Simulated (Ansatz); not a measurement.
# TaGe (element-swapped structure): how the settings move a relaxation

Aim: see which settings change the result for TaGe (element-swapped structure), by how much, and at what cost.

Program: Ansatz 0.2.0. Level of theory: reference: DFT PBE, plane waves, PAW, scalar-relativistic, no spin polarisation. These are calculated values, not measurements.

2 further runs of the same task are left out: 2 that didn't finish.

### Step 1. The structure to begin with

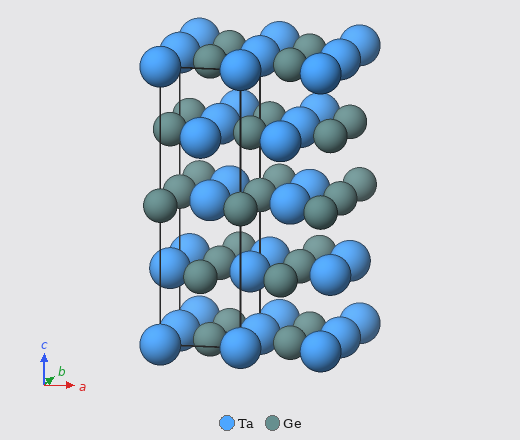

Start, viewed slightly off an axis; tantalum blue, germanium teal. 2×2×1 cells are drawn. Atoms on the faces are drawn again on the opposite ones. The cell drawn here is the conventional one.

Coordinates:

```
CELL_PARAMETERS angstrom
0.00000 3.39144 0.00000
3.39144 0.00000 0.00000
1.69572 1.69572 -5.80369
ATOMIC_POSITIONS crystal
Ta 0.00000 0.00000 0.00000
Ta 0.75000 0.25000 0.50000
Ge 0.50000 0.50000 0.00000
Ge 0.25000 0.75000 0.50000
```

### Step 2. Reference

Input file input.yaml:

```yaml
crystal:
  lattice:
    - [0.0, 3.391438, 0.0]
    - [3.391438, 0.0, 0.0]
    - [1.695719, 1.695719, -5.803694]
  atoms:
    - { symbol: Ta, position: [0.0, 0.0, 0.0] }
    - { symbol: Ta, position: [0.75, 0.25, 0.5] }
    - { symbol: Ge, position: [0.5, 0.5, 0.0] }
    - { symbol: Ge, position: [0.25, 0.75, 0.5] }
  symmetry: { tolerance: 0.0003 }
kpoints:
  mp_grid: { grid: [6, 6, 6], shift: [0, 0, 0] }
magnetization:
  spin_polarized: false
scf:
  occupations: { method: fermi_dirac }
hamiltonian:
  pseudopotentials: { kind: paw }
  xc: pbe
basis:
  ecutwfc: 420
output:
  forces: true
  stress: true
  eigenvalues: true
relax:
  max_steps: 40
  cell: {}
```

On the command line:

```console
> ansatz run input.yaml --threads 1 --pin off --max-ram 2560MiB --backend cpu --events-out ev --progress --plain --runs-dir out
```

The program printed (excerpt; [...] marks lines left out):

```text
Warning: RAYON_NUM_THREADS=1 ignored (pool sized by the plan → 1); use --threads N
[...]
Pseudopotentials: kind: paw
Pseudopotential: Ta, paw, valence charge 13, recommended cutoff 420 eV (normal), Ta.paw.azcp
Pseudopotential: Ge, paw, valence charge 14, recommended cutoff 420 eV (normal), Ge.paw.azcp
Functional definition: PBE
[...]
Crystal: 4 atoms, lattice volume = 66.753 Å³
Basis set: ecut = 420 eV, 1323 PW (Γ), exchange–correlation on 48×48×90 points (8 copies of the dense FFT grid, shifted against one another)
Bands: 33, of which v1, the nominal top of the filled ones, is band 27 counted from 1 (26 counted from 0)
Symmetry: 16 space group operations
Space group: I41/amd (ITA 141), of the structure as read, at distance tolerance 1.2e-3 Å
k-points: 30 of 216
[...]
SCF iter   1: F=—  HF=-28452.111526 eV  |F-HF|=—  |Δ(HF+E_count)|=         —  Δρ=8.25e-3  dr2=3.56e-2  ethr=1.77e-3  ⟨swp⟩=5.6  Hψ=4231  notcnv=0  defer=1
[...]
relax step   1: F+E_penalty+E_count = -28452.10559901 eV  Δ(F+E_penalty+E_count) = +0.000e0 eV  max|allowed force component| = 7.633e-17 eV/Å  Δτ_max = 0.0000 Å  P = +30.337 GPa  Ω = 66.753 Å³  (6 SCF iters, dr2 threshold 1.00e-7 eV, accepted)
[...]
SCF converged after 5 iterations
Free energy (F): -28454.420601 eV
[...]
E sigma→0 (E₀):  -28454.369488 eV
Entropy (-TS):   -0.102226 eV (-25.556 meV/atom)
Fermi energy:    17.112130 eV
[...]
--- Forces (eV/Å), atoms counted from 1 ---
  atom   1  Ta    -0.00000000     0.00000000     0.00000000
  atom   2  Ta     0.00000000     0.00000000     0.00000000
  atom   3  Ge     0.00000000     0.00000000     0.00000000
  atom   4  Ge    -0.00000000    -0.00000000     0.00000000
[...]
--- Stress (GPa, compression-positive) ---
       -0.001837      -0.000000       0.000000
       -0.000000      -0.001837       0.000000
        0.000000       0.000000      -0.005474
  P = ⅓ Tr σ = -0.0030 GPa (-0.030 kbar)
--- Band table (eV; the first three rows and the last of 30) ---
[...]
--- Relaxed structure (11 steps of the walk, 11 accepted, 2 SCFs on fresh bases) ---
  F+E_penalty+E_count = -28454.42060098 eV   max|allowed force component| = 2.776e-17 eV/Å   (the final SCF, on the basis selected at the relaxed cell)
  cell:  # Å, volume = 67.4686 Å³
    - [0.0, 3.8945244611368173, 0.0]
    - [3.8945244611368173, 0.0, 0.0]
    - [1.9472622305684086, 1.9472622305684086, -4.448286177344465]
  atoms:
    - { symbol: Ta, position: [2.0355199608248723e-34, -1.4279489170773772e-33, -6.340064511874605e-34] }
    - { symbol: Ta, position: [0.7499999999999999, 0.24999999999999994, 0.5] }
    - { symbol: Ge, position: [0.49999999999999994, 0.49999999999999994, 3.879740969953117e-34] }
    - { symbol: Ge, position: [0.24999999999999994, 0.7499999999999999, 0.5] }
```

It took 40 s on 1 thread of Arm Neoverse V2, shared host; peak memory 0.37 GiB.

### Step 3. Changed: mp_grid.shift [0.5, 0.5, 0.5], ecutwfc 51.4 Ry

input.yaml: that of step 2 with these lines changed.

```diff
@@ -12,3 +12,3 @@
 kpoints:
-  mp_grid: { grid: [6, 6, 6], shift: [0, 0, 0] }
+  mp_grid: { grid: [6, 6, 6], shift: [0.5, 0.5, 0.5] }
 magnetization:
@@ -21,3 +21,3 @@
 basis:
-  ecutwfc: 420
+  ecutwfc: "51.4 Ry"
 output:
```

On the command line:

```console
> ansatz run input.yaml --threads 1 --pin off --max-ram 2560MiB --backend cpu --events-out ev --progress --plain --runs-dir out
```

The program printed (excerpt; [...] marks lines left out):

```text
Warning: crystal.symmetry: narrowed to the stabiliser of the k-point mesh — unitary ops 16 → 8; excluded 8 operations that carry a point of the 6×6×6 mesh (shift [0.5, 0.5, 0.5]) off the mesh (the run samples exactly the mesh kpoints.mp_grid names, as under crystal.symmetry.detect: false, [...]
Warning: RAYON_NUM_THREADS=1 ignored (pool sized by the plan → 1); use --threads N
[...]
[... 4 set-up lines as earlier in the session ...]
[...]
Crystal: 4 atoms, lattice volume = 66.753 Å³
Basis set: ecut = 699.3326265218916 eV, 2817 PW (Γ), exchange–correlation on 60×60×120 points (8 copies of the dense FFT grid, shifted against one another)
Bands: 33, of which v1, the nominal top of the filled ones, is band 27 counted from 1 (26 counted from 0)
Symmetry: 8 space group operations
k-points: 42 of 216
[...]
  atom   1  Ta     0.00000000     0.00000000    -0.00000000
  atom   2  Ta     0.00000000     0.00000000     0.00000000
  atom   3  Ge     0.00000000     0.00000000     0.00000000
  atom   4  Ge     0.00000000     0.00000000    -0.00000000
[...]
--- Stress (GPa, compression-positive) ---
       -0.030899      -0.002442       0.000000
       -0.002442      -0.030899       0.000000
        0.000000       0.000000       0.038143
  P = ⅓ Tr σ = -0.0079 GPa (-0.079 kbar)
--- Band table (eV; the first three rows and the last of 42) ---
[...]
--- Relaxed structure (9 steps of the walk, 9 accepted, 1 SCFs on fresh bases) ---
  F+E_penalty+E_count = -28454.41064075 eV   max|allowed force component| = 2.776e-17 eV/Å   (the final SCF, on the basis selected at the relaxed cell)
  cell:  # Å, volume = 67.5270 Å³
    - [-0.001909037980723232, 3.9008680521256434, 0.0]
    - [3.9008680521256434, -0.001909037980723232, 0.0]
    - [1.94947950707246, 1.94947950707246, -4.437667279426504]
  atoms:
    - { symbol: Ta, position: [-5.059490485132063e-34, -2.3009823599246278e-33, 5.433970646857154e-34] }
    - { symbol: Ta, position: [0.75, 0.25, 0.5] }
    - { symbol: Ge, position: [0.5, 0.5, -5.392489954896412e-35] }
    - { symbol: Ge, position: [0.25, 0.75, 0.5] }
```

Wall time 96 s (1 thread of Arm Neoverse V2, shared host); peak memory 0.48 GiB.

Changing the k-point mesh and cutoff moves the energy by +2.5 meV/atom, and the final volume goes from 67.47 to 67.53 Å³. More than one kind of setting changed, and this run alone doesn't tell their shares apart. Cost: 62 SCF cycles against 73, 96 s against 40 s.

### Step 4. Changed: eigensolver.kind davidson, basis.precision f64

input.yaml: that of step 2 with these lines changed.

```diff
@@ -17,2 +17,3 @@
   occupations: { method: fermi_dirac }
+  eigensolver: { kind: davidson }
 hamiltonian:
@@ -22,2 +23,3 @@
   ecutwfc: 420
+  precision: f64
 output:
@@ -26,2 +28,6 @@
   eigenvalues: true
+  write_density: true
+  write_potential: true
+  elf: true
+  volumetric_format: npy
 relax:
```

On the command line:

```console
> ansatz run input.yaml --threads 1 --pin off --max-ram 2560MiB --backend cpu --events-out ev --progress --plain --runs-dir out
```

The program printed (excerpt; [...] marks lines left out):

```text
Warning: RAYON_NUM_THREADS=1 ignored (pool sized by the plan → 1); use --threads N
[...]
[... 4 set-up lines as earlier in the session ...]
[...]
Crystal: 4 atoms, lattice volume = 66.753 Å³
Basis set: ecut = 420 eV, 1323 PW (Γ), exchange–correlation on 48×48×90 points (8 copies of the dense FFT grid, shifted against one another)
Bands: 33, of which v1, the nominal top of the filled ones, is band 27 counted from 1 (26 counted from 0)
[... 2 set-up lines as earlier in the session ...]
k-points: 30 of 216
[...]
SCF iter   1: F=—  HF=-28452.110959 eV  |F-HF|=—  |Δ(HF+E_count)|=         —  Δρ=8.27e-3  dr2=3.57e-2  ethr=1.77e-3  ⟨swp⟩=5.2  Hψ=3946  notcnv=0
[...]
  atom   3  Ge     0.00000000    -0.00000000    -0.00000000
  atom   4  Ge     0.00000000    -0.00000000     0.00000000
[...]
--- Stress (GPa, compression-positive) ---
       -0.001441      -0.000000       0.000000
       -0.000000      -0.001441       0.000000
        0.000000       0.000000      -0.004780
  P = ⅓ Tr σ = -0.0026 GPa (-0.026 kbar)
--- Band table (eV; the first three rows and the last of 30) ---
[...]
--- Relaxed structure (11 steps of the walk, 11 accepted, 2 SCFs on fresh bases) ---
  F+E_penalty+E_count = -28454.42060107 eV   max|allowed force component| = 1.475e-16 eV/Å   (the final SCF, on the basis selected at the relaxed cell)
  cell:  # Å, volume = 67.4684 Å³
    - [0.0, 3.8945236197097604, 0.0]
    - [3.8945236197097595, 0.0, 0.0]
    - [1.9472618098548797, 1.9472618098548802, -4.448273844716311]
  atoms:
    - { symbol: Ta, position: [-1.7407953474646545e-34, -1.7512776123706878e-33, 1.052572558503819e-34] }
    - { symbol: Ta, position: [0.75, 0.25, 0.5] }
    - { symbol: Ge, position: [0.5, 0.5, -2.1207003764929163e-34] }
    - { symbol: Ge, position: [0.25, 0.75, 0.5] }
```

Wall time 58 s (1 thread of Arm Neoverse V2, shared host); peak memory 0.36 GiB.

Same state: the changed solver and arithmetic precision leaves the energy within 0.5 meV/atom.

### Step 5. Side by side

```tsv
run	ending	energy change	pressure (GPa)	gap (eV)	force (eV/Å)	cycles	time
reference	converged	0	0.0	0.00	0.00	73	40 s
1: mp_grid.shift [0.5, 0.5, 0.5], ecutwfc 51.4 Ry	converged	+2.5 meV/atom	0.0	0.00	0.00	62	96 s
2: eigensolver.kind davidson, basis.precision f64	converged	0.0 meV/atom	0.0	0.00	0.00	81	58 s
```

Times don't compare one to one where runs were asked for different outputs or read a saved state (see the inputs); cycles may leave out searches for a lower state.

Of the converged runs whose energies compare with the reference's, «mp_grid.shift [0.5, 0.5, 0.5], ecutwfc 51.4 Ry» moves the energy most (+2.5 meV/atom) and «eigensolver.kind davidson, basis.precision f64» least (0.0 meV/atom).

The reference has limits of its own: its mesh is coarse for a cell with so small a gap or none.
